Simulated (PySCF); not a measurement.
# GeP (doublet): what the fields show

```xyz
2

Ge    0.0000    0.0000   -0.6352
P     0.0000    0.0000    1.5158
```

All numbers below come from PySCF, PBE0/def2-SVP, non-relativistic Hamiltonian with scalar-relativistic core potentials where named, at a bond length of 2.151 Å.

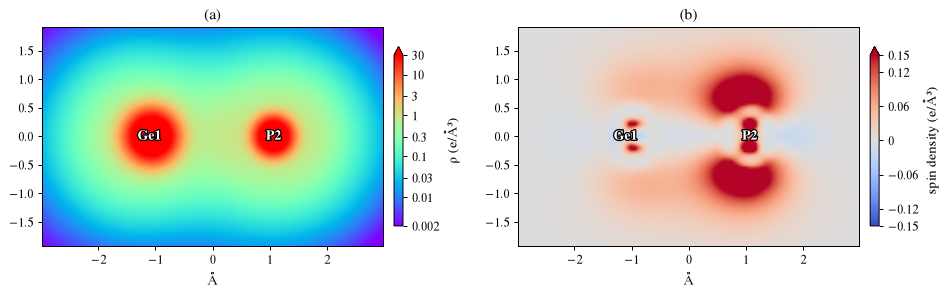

Figure 1. (a) total electron density; (b) spin density on a plane that holds the molecular axis.

> What do the fields say about this system?

Atoms in the plane: Ge and P. Ge–P (2.15 Å): ρ is about 0.82 e/Å³ halfway. The unpaired spin (1 electron) lies mostly on P2 (about 0.8) and Ge1 (about 0.2), in electrons by Hirshfeld's partition.

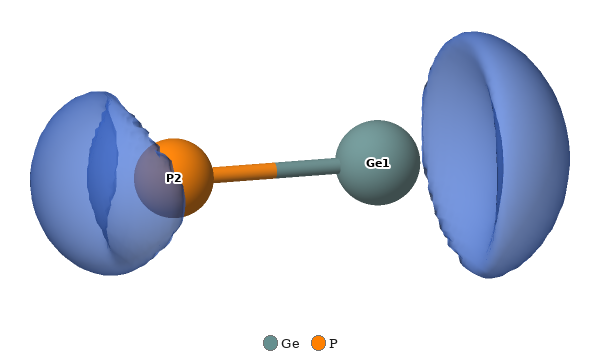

Figure 2. Isosurface of the ELF at 0.9 (blue), seen from one side. Core shells and regions of very low density are left out.

> What do the ELF domains correspond to?

The ELF exceeds this value in one lobe on Ge, pointing away from the bonds (non-bonding electrons) and one lobe on P, pointing away from the bonds (non-bonding electrons).


Ge–P (2.15 Å): the ELF peaks at about 0.85 in the valence shell of P, 0.9 Å from its nucleus, and is about 0.75 at the midpoint.

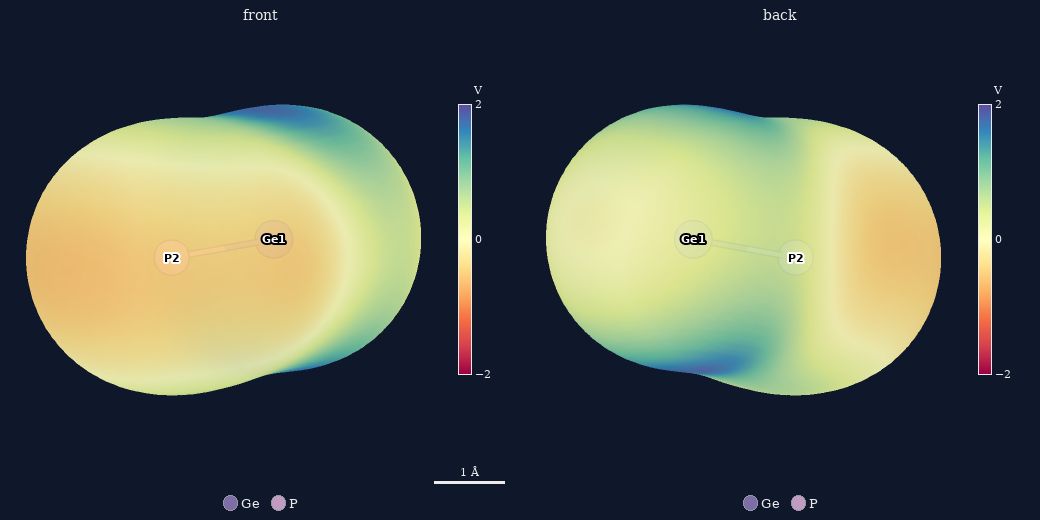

Figure 3. The electrostatic potential painted on the density surface at 0.002 e/bohr³, seen from the front and from behind; the colour scale runs from red (negative) to blue (positive).

> Where is the surface potential most negative and most positive?

The most negative region (about −0.6 V, or −14 kcal/mol for a unit charge) lies over P2, the most positive (about +1.8 V, or +42 kcal/mol for a unit charge) over Ge1.
